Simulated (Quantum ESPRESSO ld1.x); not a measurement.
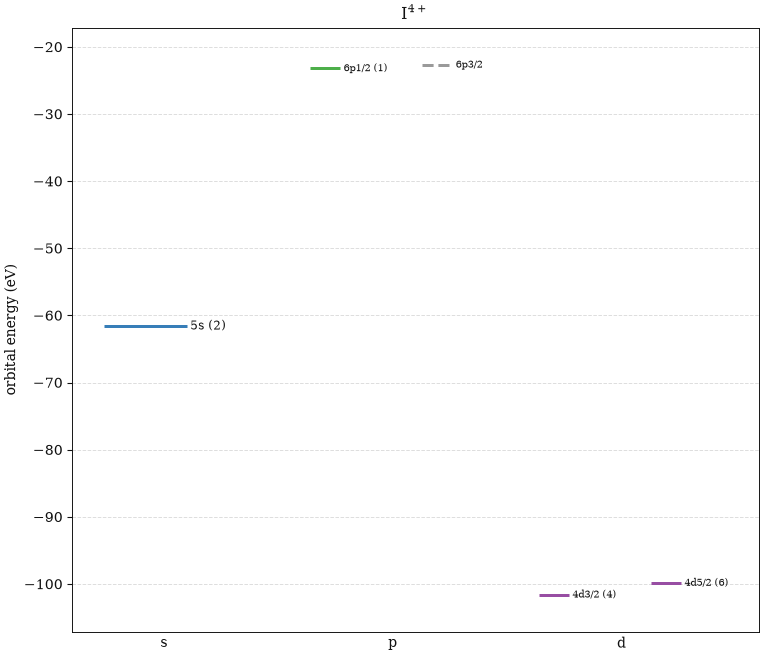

Figure 1. The outer levels are drawn (occupations in brackets, the lower j at the left of each column, empty levels dashed). The highest occupied level is 6p1/2 at −23.2 eV. From the top down the occupied levels run 6p1/2 (−23.2 eV), 5s (−61.6 eV), 4d5/2 (−99.9 eV), 4d3/2 (−101.6 eV). The lowest empty level drawn is 6p3/2 at −22.7 eV. Spin-orbit splittings: 6p 0.510 eV, 4d 1.75 eV.

Atomic calculation for I⁴⁺

The I⁴⁺ ion in the configuration [Kr] 4d10 5s2 6p1 (6p1/2: 1). Computed at this level: Dirac Kohn-Sham, PBE, spin-unpolarised, spherical densities, point nucleus (Quantum ESPRESSO ld1.x 7.5).

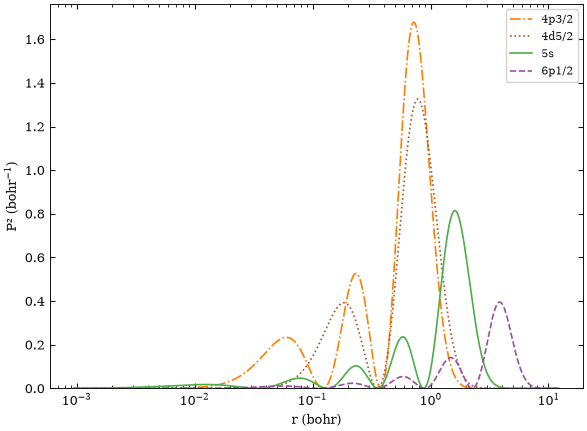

Figure 2. The radial probability densities P² (large components) of 5s, 6p1/2, 4d5/2 and 4p3/2. 4p3/2: outer maximum at 0.725 bohr, ⟨r⟩ = 0.799 bohr, 2 nodes, eigenvalue −174.8 eV; 4d5/2: outer maximum at 0.779 bohr, ⟨r⟩ = 0.913 bohr, 1 node, eigenvalue −99.9 eV; 5s: outer maximum at 1.61 bohr, ⟨r⟩ = 1.75 bohr, 4 nodes, eigenvalue −61.6 eV; 6p1/2: outer maximum at 3.86 bohr, ⟨r⟩ = 3.93 bohr, 4 nodes, eigenvalue −23.2 eV.

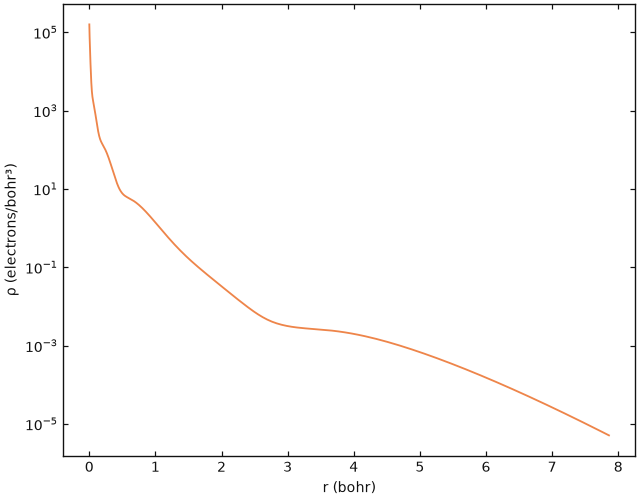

Figure 3. The electron density ρ(r) on a logarithmic scale. The density falls from 160000 electrons/bohr³ at the inner end (r = 0.00095 bohr) to 0.001 at r = 4.70 bohr, a common measure of the size of an atom or ion. The highest occupied orbital, 6p1/2 (⟨r⟩ = 3.93 bohr, −23.2 eV), is also the most diffuse and sets the fall-off far out: over the last part drawn ln ρ falls by 1.9 per bohr, against 2√(−2ε) = 2.6 for the pure exponential. The steps in the slope mark the shells; the radial density has its minima at 0.038, 0.16, 0.51 and 3.0 bohr.

These pictures come from the run below.

### The input
```
 &input
    zed=53.0,
    iswitch=1,
    rel=2,
    dft='PBE',
    config='[Kr] 4d10 5s2 6p1',
    rel_dist='energy',
    verbosity='high',
    lsmall=.true.,
    prefix='ld1',
    max_out_wfc=37,
    file_charge='ld1.rho',
 /
```

### Log
```
     Program LD1 v.7.5 starts

     --------------------------- All-electron run ----------------------------

     dirac relativistic calculation

     atomic number is 53.00
     dft =PBE   lsd =0 sic =0 latt =0  beta=0.20 tr2=1.0E-14
     Exchange-correlation= PBE
                           (   1   4   3   4   0   0   0)
     mesh =2073 r(mesh) = 100.05380 a.u. xmin = -8.00 dx = 0.00800
     1 Ry =  13.60569312 eV, c = 137.03599908

     n l j   nl                  e(Ry)          e(Ha)          e(eV)
     Spin orbit split results
     1 0 0.5 1S 1( 2.00)   -2426.426066297   -1213.213033149 -33013.2084437
     2 0 0.5 2S 1( 2.00)    -377.971494630    -188.985747315  -5142.5641652
     2 1 0.5 2P 1( 2.00)    -354.856824386    -177.428412193  -4828.0730552
     2 1 1.5 2P 1( 4.00)    -332.898060117    -166.449030058  -4529.3088472
     3 0 0.5 3S 1( 2.00)     -79.303507176     -39.651753588  -1078.9791822
     3 1 0.5 3P 1( 2.00)     -69.748843858     -34.874421929   -948.9813652
     3 1 1.5 3P 1( 4.00)     -65.615609717     -32.807804858   -892.7458499
     4 0 0.5 4S 1( 2.00)     -16.994192579      -8.497096289   -231.2177691
     4 1 0.5 4P 1( 2.00)     -13.656116615      -6.828058308   -185.8009319
     4 1 1.5 4P 1( 4.00)     -12.848154461      -6.424077230   -174.8080468
     3 2 1.5 3D 1( 4.00)     -48.788014612     -24.394007306   -663.7947549
     3 2 2.5 3D 1( 6.00)     -47.918838387     -23.959419194   -651.9690099
     4 2 1.5 4D 1( 4.00)      -7.468087619      -3.734043809   -101.6085084
     4 2 2.5 4D 1( 6.00)      -7.339658008      -3.669829004    -99.8611345
     5 0 0.5 5S 1( 2.00)      -4.524958230      -2.262479115    -61.5651931
     6 1 0.5 6P 1( 1.00)      -1.705387077      -0.852693538    -23.2029732
     6 1 1.5 6P 1( 0.00)      -1.667889648      -0.833944824    -22.6927947
     Averaged results
     1 0     1S 1( 2.00)   -2426.426066297   -1213.213033149 -33013.2084437
     2 0     2S 1( 2.00)    -377.971494630    -188.985747315  -5142.5641652
     2 1     2P 1( 6.00)    -340.217648207    -170.108824103  -4628.8969165
     3 0     3S 1( 2.00)     -79.303507176     -39.651753588  -1078.9791822
     3 1     3P 1( 6.00)     -66.993354430     -33.496677215   -911.4910217
     4 0     4S 1( 2.00)     -16.994192579      -8.497096289   -231.2177691
     4 1     4P 1( 6.00)     -13.117475179      -6.558737589   -178.4723418
     3 2     3D 1(10.00)     -48.266508877     -24.133254439   -656.6993079
     4 2     4D 1(10.00)      -7.391029852      -3.695514926   -100.5600840
     5 0     5S 1( 2.00)      -4.524958230      -2.262479115    -61.5651931
     6 1     6P 1( 1.00)      -1.680388791      -0.840194395    -22.8628542

     final scf error:  7.6E-15 reached in  27 iterations

     Etot =  -14228.915161 Ry,   -7114.457580 Ha, -193594.253150 eV

     Ekin =   15083.306627 Ry,    7541.653314 Ha,  205218.841252 eV
     Encl =  -34400.338349 Ry,  -17200.169174 Ha, -468040.446898 eV
     Eh   =    5448.126093 Ry,    2724.063046 Ha,   74125.531713 eV
     Exc  =    -360.009532 Ry,    -180.004766 Ha,   -4898.179217 eV

     normalization and overlap integrals

     s(1S/1S) =  1.000000  <r> =   0.0272  <r2> =    0.0010  r(max) =   0.0176
     LC norm =  0.96188288 + SC norm =  0.03811712 =  1.00000000
     s(1S/2S) =  0.000000
     s(1S/3S) = -0.000000
     s(1S/4S) =  0.000000
     s(1S/5S) =  0.000000
     s(2S/2S) =  1.000000  <r> =   0.1167  <r2> =    0.0161  r(max) =   0.0988
     LC norm =  0.99185130 + SC norm =  0.00814870 =  1.00000000
     s(2S/3S) =  0.000000
     s(2S/4S) =  0.000000
     s(2S/5S) =  0.000000
     s(2P/2P) =  1.000000  <r> =   0.0985  <r2> =    0.0119  r(max) =   0.0765
     LC norm =  0.99182433 + SC norm =  0.00817567 =  1.00000000
     s(2P/3P) =  0.000000
     s(2P/4P) =  0.000000
     s(2P/6P) =  0.000000
     s(2P/2P) =  1.000000  <r> =   0.1041  <r2> =    0.0132  r(max) =   0.0809
     LC norm =  0.99223846 + SC norm =  0.00776154 =  1.00000000
     s(2P/3P) =  0.000000
     s(2P/4P) =  0.000000
     s(2P/6P) =  0.000000
     s(3S/3S) =  1.000000  <r> =   0.3137  <r2> =    0.1126  r(max) =   0.2864
     LC norm =  0.99758676 + SC norm =  0.00241324 =  1.00000000
     s(3S/4S) =  0.000000
     s(3S/5S) =  0.000000
     s(3P/3P) =  1.000000  <r> =   0.3040  <r2> =    0.1074  r(max) =   0.2730
     LC norm =  0.99764477 + SC norm =  0.00235523 =  1.00000000
     s(3P/4P) =  0.000000
     s(3P/6P) =  0.000000
     s(3P/3P) =  1.000000  <r> =   0.3155  <r2> =    0.1155  r(max) =   0.2819
     LC norm =  0.99775765 + SC norm =  0.00224235 =  1.00000000
     s(3P/4P) =  0.000000
     s(3P/6P) =  0.000000
     s(4S/4S) =  1.000000  <r> =   0.7390  <r2> =    0.6169  r(max) =   0.6796
     LC norm =  0.99930888 + SC norm =  0.00069112 =  1.00000000
     s(4S/5S) =  0.000000
     s(4P/4P) =  1.000000  <r> =   0.7711  <r2> =    0.6772  r(max) =   0.6961
     LC norm =  0.99937072 + SC norm =  0.00062928 =  1.00000000
     s(4P/6P) =  0.000000
     s(4P/4P) =  1.000000  <r> =   0.7988  <r2> =    0.7265  r(max) =   0.7245
     LC norm =  0.99940573 + SC norm =  0.00059427 =  1.00000000
     s(4P/6P) = -0.000000
     s(3D/3D) =  1.000000  <r> =   0.2864  <r2> =    0.0972  r(max) =   0.2308
     LC norm =  0.99787593 + SC norm =  0.00212407 =  1.00000000
     s(3D/4D) = -0.000000
     s(3D/3D) =  1.000000  <r> =   0.2901  <r2> =    0.0995  r(max) =   0.2326
     LC norm =  0.99790904 + SC norm =  0.00209096 =  1.00000000
     s(3D/4D) = -0.000000
     s(4D/4D) =  1.000000  <r> =   0.9030  <r2> =    0.9498  r(max) =   0.7724
     LC norm =  0.99954314 + SC norm =  0.00045686 =  1.00000000
     s(4D/4D) =  1.000000  <r> =   0.9135  <r2> =    0.9718  r(max) =   0.7786
     LC norm =  0.99955212 + SC norm =  0.00044788 =  1.00000000
     s(5S/5S) =  1.000000  <r> =   1.7537  <r2> =    3.4358  r(max) =   1.6124
     LC norm =  0.99984575 + SC norm =  0.00015425 =  1.00000000
     s(6P/6P) =  1.000000  <r> =   3.9287  <r2> =   17.1255  r(max) =   3.8563
     LC norm =  0.99995555 + SC norm =  0.00004445 =  1.00000000
     s(6P/6P) =  1.000000  <r> =   4.0045  <r2> =   17.7986  r(max) =   3.9500
     LC norm =  0.99995648 + SC norm =  0.00004352 =  1.00000000

     LC charge = 48.81063694 + SC charge =  0.18936306 = 49.00000000

     ------------------------ End of All-electron run ------------------------
```

### Slater integrals of the outer shells (hartree)

```
       integral   value
F0(6p1/2,6p1/2)  0.2281
F2(6p1/2,6p1/2)  0.1252
F0(6p1/2,5s1/2)  0.2830
G1(6p1/2,5s1/2)  0.0300
F0(6p1/2,4d5/2)  0.3038
F2(6p1/2,4d5/2)  0.0495
G1(6p1/2,4d5/2)  0.0129
G3(6p1/2,4d5/2)  0.0131
F0(6p1/2,4d3/2)  0.3041
F2(6p1/2,4d3/2)  0.0490
G1(6p1/2,4d3/2)  0.0126
G3(6p1/2,4d3/2)  0.0129
F0(6p1/2,6p3/2)  0.2258
F2(6p1/2,6p3/2)  0.1238
G0(6p1/2,6p3/2)  0.2248
G2(6p1/2,6p3/2)  0.1234
F0(5s1/2,5s1/2)  0.5123
F0(5s1/2,4d5/2)  0.6187
G2(5s1/2,4d5/2)  0.0818
F0(5s1/2,4d3/2)  0.6199
```

### Key numbers

- outcome: converged
- total energy: −7114.4576 hartree
- kinetic energy: 7541.6533 hartree
- electron–nucleus energy: −17200.1692 hartree
- Hartree energy: 2724.0630 hartree
- exchange–correlation energy: −180.004766 hartree
- radius at density 0.001 e/bohr³: 4.70 bohr
- SCF iterations: 27
- hardware: 1 CPU thread, shared host
- wall time: 0.71 s
